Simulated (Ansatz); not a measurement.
```xyz
7

N    -1.565   -0.823   -1.191
Si   -0.759    0.422   -0.552
Al    1.203    0.202    0.902
H    -1.235   -1.764   -0.976
H    -1.290    1.768   -0.903
H     1.699   -1.266    1.217
H     1.947    1.461    1.503
```

Q: Where will the first 4 clear peaks of this molecule's radial distribution curve from gas electron diffraction lie, and which pairs make them?

A: Peak 1, 1.02 Å: N–H 1.02 Å
Peak 2, 1.61 Å: Si–H 1.49 Å, Al–H 1.58 Å (×2), Si–N 1.61 Å, not resolved
Peak 3, 2.45 Å: Si–Al 2.45 Å
Peak 4, 3.59 Å: Al···H 3.45–3.65 Å (×2), Si···H 3.47–3.55 Å (×2), Al···N 3.62 Å, not resolved

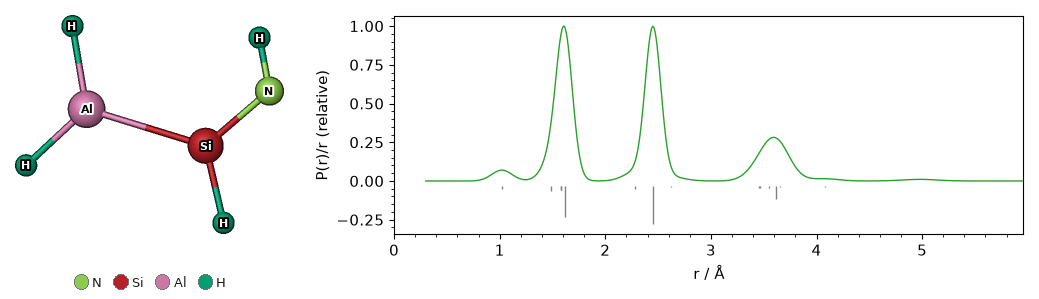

Simulated gas electron diffraction: radial distribution curve of AlH4NSi. Each pair of atoms contributes with weight ZᵢZⱼ/r (bars below the curve); damping constant 0.0015 Å²; vibrational amplitudes assumed, not computed: 0.05 Å for bonds, 0.078 Å for bonds to H, 0.06 + 0.015 r up to 0.15 Å for other pairs. The geometry is the end point of an optimisation (RKS CAM-B3LYP-D4/def2-SVP (Ansatz 0.2.0)); it may be a saddle point or a higher isomer.
